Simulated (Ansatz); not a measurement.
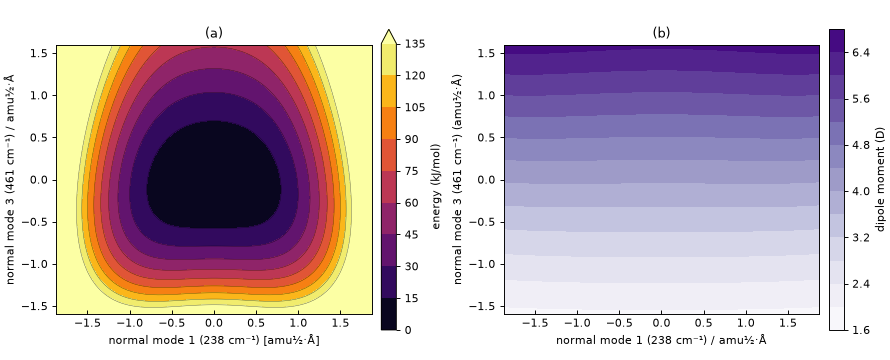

CH2GaN, SMILES N#[C][GaH2]. The first coordinate is: normal mode 1 (238 cm⁻¹); the second: normal mode 3 (461 cm⁻¹). Nothing is relaxed (straight displacements along the two mass-weighted modes). The grid has 15 × 15 points. Points are written as (first, second). Energies: kJ/mol, counted from the lowest grid point. Method: Ansatz 0.2.0, RHF/def2-TZVP.

Panel (a) is the energy; panel (b) is the computed dipole moment, in D.

The picture shows filled contours, one colour for all values above the top of the scale. Between grid points the surface is interpolated.

How does the dipole moment vary over the map, and what is it at the lowest grid point?

Answer. Leaving out the highest fifth of the energies, it runs from 1.92 D at (1.070 amu½·Å, −1.600 amu½·Å) to 6.56 D at (−1.338 amu½·Å, 1.600 amu½·Å). At the lowest grid point, (0.000 amu½·Å, 0.000 amu½·Å), it is 4.05 D.
